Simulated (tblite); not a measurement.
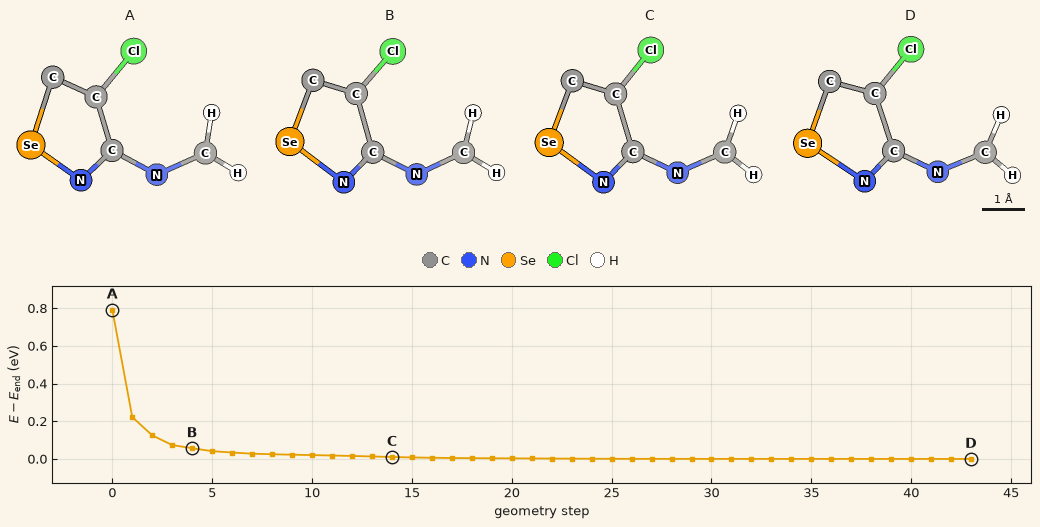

Frames of a relaxation of C4H2ClN2Se (multiplicity 2), marked on the history of the run. The picture is a ball-and-stick view, seen at a tilt.

All numbers below come from GFN2-xTB geometry optimisation, gas phase in tblite. 

### Describe the path.

The energy falls by 0.793 eV in 43 geometry steps. An H atom moves most after the best rigid fit: 0.24 Å. Largest moves by element: H 0.24 Å, N 0.14 Å, C 0.13 Å, Se 0.11 Å, Cl 0.09 Å. Some distances before and after: C–Se 1.987 → 1.850 Å, N–Se 1.651 → 1.778 Å, C–C 1.354 → 1.467 Å, C–Cl 1.810 → 1.711 Å. Among the angles between lasting bonds that change: Se–C–C 100.3° → 109.9°, C–C–C 120.4° → 112.1°, N–C–H 116.4° → 124.7°. From step 0 to 4: N and C atoms move most (0.09 Å), energy −0.736 eV. From step 4 to 14: an H atom moves most (0.12 Å), energy −0.046 eV. From step 14 to 43: an H atom moves most (0.09 Å), energy −0.010 eV.

| step | E − E(0), eV |
| --- | --- |
| 0 | 0.0000 |
| 1 | -0.5705 |
| 2 | -0.6676 |
| 3 | -0.7189 |
| 4 | -0.7360 |
| 5 | -0.7514 |
| 6 | -0.7587 |
| 7 | -0.7649 |
| 8 | -0.7678 |
| 9 | -0.7702 |
| 10 | -0.7722 |
| 12 | -0.7769 |
| 13 | -0.7796 |
| 15 | -0.7848 |
| 17 | -0.7877 |
| 19 | -0.7891 |
| 20 | -0.7896 |
| 22 | -0.7907 |
| 24 | -0.7916 |
| 26 | -0.7921 |
| 27 | -0.7923 |
| 29 | -0.7924 |
| 31 | -0.7925 |
| 33 | -0.7925 |
| 34 | -0.7925 |
| 36 | -0.7926 |
| 38 | -0.7926 |
| 40 | -0.7927 |
| 41 | -0.7927 |
| 43 | -0.7927 |
